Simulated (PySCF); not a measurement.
# singlet FH2OSi+: levels of theory compared

Aim: a comparison of 4 runs (PBE0/STO-3G, wB97X-V/STO-3G, CISD/STO-3G, FCI/STO-3G) of singlet FH2OSi+. 

Program for the calculation: PySCF 2.14.0.

## (1) The system as given

FH2OSi+: 5 atoms, total charge +1, spin state singlet. As SMILES of the parent species, `O[SiH]F`. Geometry: relaxed at PBE0-D4/def2-TZVP. That shape belongs to the parent species and isn't relaxed for this state.

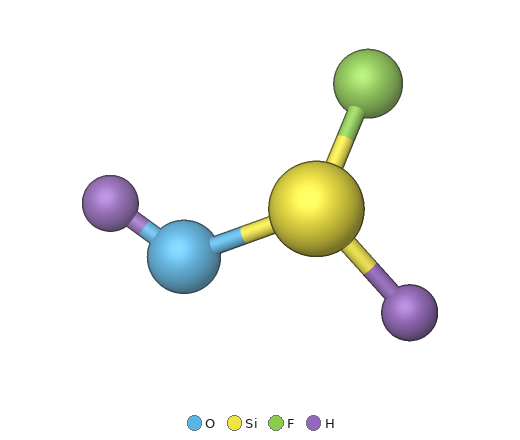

Viewed from a chosen angle; oxygen blue, silicon yellow, fluorine green, hydrogen purple.

## (2) The energy at PBE0/STO-3G (run 1)

Input file input.xyz:

```xyz
5
FH2OSi
O     -0.615200    -0.884600    -0.276300
Si     0.283900     0.245700     0.493100
F      0.207000     1.646500    -0.283100
H     -1.564500    -0.765100    -0.338000
H      1.688800    -0.242600     0.404400
```

Input file input.py:

```python
from pyscf import gto, dft

molecule = gto.Mole()
molecule.atom = 'input.xyz'
molecule.charge = 1
molecule.max_memory = 1860
molecule.verbose = 3
molecule.basis = 'sto-3g'
molecule.build()

ks = dft.RKS(molecule)
ks.xc = 'pbe0'
ks.grids.level = 5
ks.conv_tol = 1e-10
ks.kernel()
if not ks.converged:
    ks = ks.newton().run(ks.mo_coeff, ks.mo_occ)

etot = ks.e_tot
print('E(%s) = %.9f' % ('PBE0', etot))
```

Run with:

```
$ OMP_NUM_THREADS=1 python input.py
```

Standard output:

```text
converged SCF energy = -459.3904377228
E(PBE0) = -459.390437723
```

Wall time 4.2 s (1 thread of Arm Neoverse V1, shared host); peak memory 0.2 GiB.

## (3) A single-point energy at wB97X-V/STO-3G (run 2)

Input file geometry.xyz:

```xyz
5

O     -0.615200    -0.884600    -0.276300
Si     0.283900     0.245700     0.493100
F      0.207000     1.646500    -0.283100
H     -1.564500    -0.765100    -0.338000
H      1.688800    -0.242600     0.404400
```

Input file input.py:

```python
from pyscf import gto, dft

molecule = gto.Mole()
molecule.atom = 'geometry.xyz'
molecule.basis = 'sto-3g'
molecule.max_memory = 1860
molecule.charge = 1
molecule.verbose = 3
molecule.build()

mf = dft.RKS(molecule, xc='wb97x-v')
mf.nlcgrids.level = 1
mf.grids.level = 5
mf.conv_tol = 1e-10
mf.kernel()
if not mf.converged:
    mf = mf.newton().run(mf.mo_coeff, mf.mo_occ)

e_tot = mf.e_tot
print(f'total energy: {e_tot:.8f} hartree')
```

Run with:

```
$ OMP_NUM_THREADS=1 python input.py
```

Standard output:

```text
converged SCF energy = -459.570377166767
total energy: -459.57037717 hartree
```

It took 24 s on 1 thread of Arm Neoverse V1, shared host; peak memory 0.2 GiB.

Run 3 isn't shown in full; the table further down has it.

## (4) A single-point energy at FCI/STO-3G (run 4)

Input file mol.xyz:

```xyz
5

O     -0.615200    -0.884600    -0.276300
Si     0.283900     0.245700     0.493100
F      0.207000     1.646500    -0.283100
H     -1.564500    -0.765100    -0.338000
H      1.688800    -0.242600     0.404400
```

Input file calc.py:

```python
from pyscf import gto, scf, mcscf
from pyscf import fci

molecule = gto.M(
    atom='mol.xyz',
    verbose=3,
    basis='sto-3g',
    max_memory=1860,
    spin=0,
    charge=1,
)

mf = scf.RHF(molecule)
mf.conv_tol = 1e-10
mf.kernel()
if not mf.converged:
    mf = mf.newton().run(mf.mo_coeff, mf.mo_occ)

cas = mcscf.CASCI(mf, mf.mo_coeff.shape[-1] - 7, (molecule.nelec[0] - 7, molecule.nelec[1] - 7))  # full CI above the frozen core
cas.fcisolver = fci.direct_spin0.FCI(molecule)  # even spin states alone
cas.kernel()
print('<S^2> = %.4f' % cas.fcisolver.spin_square(cas.ci, cas.ncas, cas.nelecas)[0])
energy = cas.e_tot
print('E = %.10f Eh' % energy)
```

Run with:

```
$ OMP_NUM_THREADS=1 python calc.py
```

Standard output:

```text
converged SCF energy = -458.409396683275
CASCI E = -458.568799169183  E(CI) = -78.6499827913314  S^2 = 0.0000000
<S^2> = 0.0000
E = -458.5687991692 Eh
```

Run time: 2.2 min. Hardware: 1 thread of Arm Neoverse V1, shared host; peak memory 0.99 GiB.

## (5) All runs side by side

```
run           level  nlc grid  integration grid  frozen core orbitals  energy (Eh)  HOMO energy (eV)  LUMO energy (eV)  HOMO–LUMO gap (eV)  wall time
  1     PBE0/STO-3G         –                 5                     –  -459.390438            -13.95             -8.58                5.36      4.2 s
  2  wB97X-V/STO-3G         1                 5                     –  -459.570377            -16.30             -6.23               10.07       24 s
  3     CISD/STO-3G         –                 –                     7  -458.548736            -18.47             -5.02               13.44      1.1 s
  4      FCI/STO-3G         –                 –                     7  -458.568799            -18.47             -5.02               13.44    2.2 min
```

## (6) Outcome

| quantity | value |
| --- | --- |
| run 4: total energy | -458.56880 Eh |
| run 4: HOMO energy (Hartree–Fock orbitals) | -18.47 eV |
| run 4: LUMO energy (Hartree–Fock orbitals) | -5.02 eV |
| run 4: HOMO–LUMO gap (Hartree–Fock orbitals) | 13.44 eV |
| run 4: correlation energy (7 core orbitals frozen) | -159.4 mEh |

What this shows: Against full CI in this basis: CISD +20.1 mEh. Totals of different functionals can't be ranked against each other. All runs together took 2.7 min, the longest 2.2 min.
